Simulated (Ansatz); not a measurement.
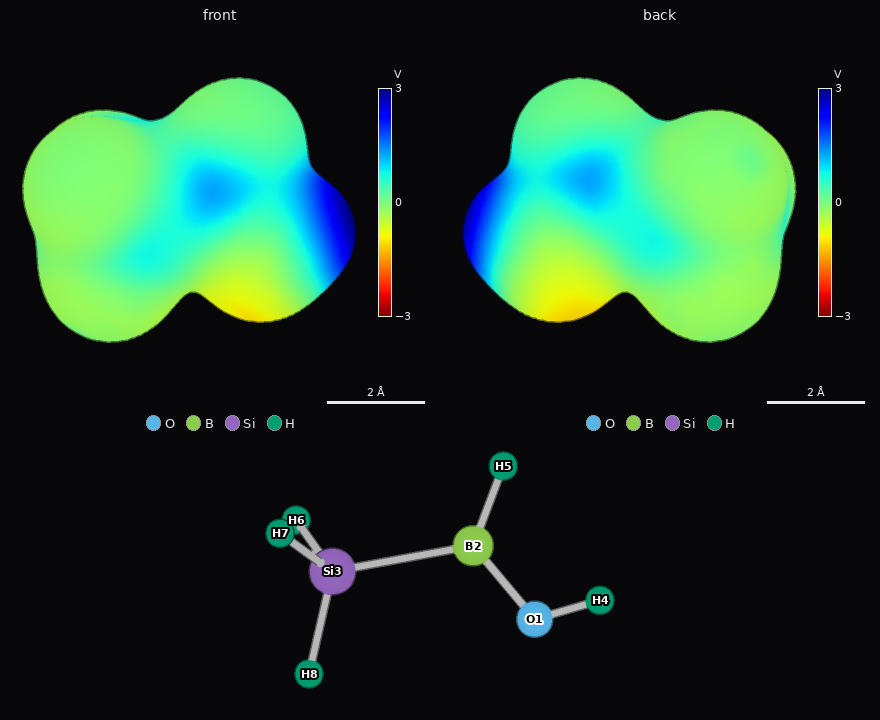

BH$_{5}$OSi (SMILES OB[SiH3]). The molecular electrostatic potential painted on the density surface at 0.002 e/bohr³, seen from the front and from behind; the colour scale runs from red (negative) to blue (positive). The bare structure is drawn below in the same view.

Geometry: PBE0-D4/def2-TZVP.

Level of theory: RKS PBE0-D4/def2-TZVPP (Ansatz).

```yaml
atoms:
  - { symbol: O, position_ang: [-1.3708, 0.2013, -1.1934] }
  - { symbol: B, position_ang: [-0.3172, 0.6390, -0.4708] }
  - { symbol: Si, position_ang: [0.6744, -0.6579, 0.7304] }
  - { symbol: H, position_ang: [-1.7789, 0.8844, -1.7339] }
  - { symbol: H, position_ang: [0.0140, 1.7957, -0.5558] }
  - { symbol: H, position_ang: [0.6419, -0.1622, 2.1370] }
  - { symbol: H, position_ang: [2.1087, -0.7187, 0.3250] }
  - { symbol: H, position_ang: [0.1200, -2.0389, 0.7056] }
```

**Describe the electrostatic potential map.**

The most negative region (about −1.1 V, or −25 kcal/mol for a unit charge) lies over O1, the most positive (about +2.9 V, or +67 kcal/mol for a unit charge) over H4. O1 is the likeliest acceptor of a hydrogen bond.
